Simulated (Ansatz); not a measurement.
System MoS₂ (space group P6_3/mmc, No. 194); source of the atomic positions: the input geometry of an electronic-structure calculation (not necessarily at equilibrium).

```cif
data_structure
_symmetry_space_group_name_H-M 'P 1'
_symmetry_Int_Tables_number 1
_cell_length_a 3.1690
_cell_length_b 3.1690
_cell_length_c 12.3240
_cell_angle_alpha 90.000
_cell_angle_beta 90.000
_cell_angle_gamma 120.000
_cell_volume 107.18
loop_
_atom_site_label
_atom_site_type_symbol
_atom_site_fract_x
_atom_site_fract_y
_atom_site_fract_z
_atom_site_occupancy
Mo1 Mo 0.33333 0.66667 0.25000 1
Mo2 Mo 0.66667 0.33333 0.75000 1
S1 S 0.33333 0.66667 0.62300 1
S2 S 0.66667 0.33333 0.12300 1
S3 S 0.33333 0.66667 0.87700 1
S4 S 0.66667 0.33333 0.37700 1
```

Describe how the polyhedra about Mo are linked (bonds: Mo–S below 2.7 Å).

Mo: MoS6 trigonal prism, sharing edges with six neighbours.

They form layers of edge-sharing trigonal prisms parallel to (001).

Centre to centre across a shared edge: 3.17 Å.

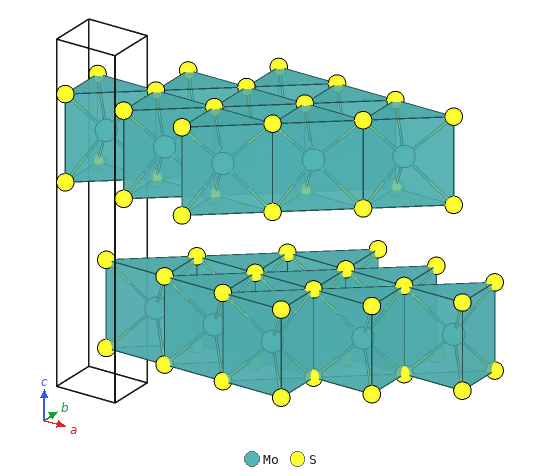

Polyhedra are drawn about Mo (bonds: Mo–S below 2.7 Å); other atoms are plain spheres.
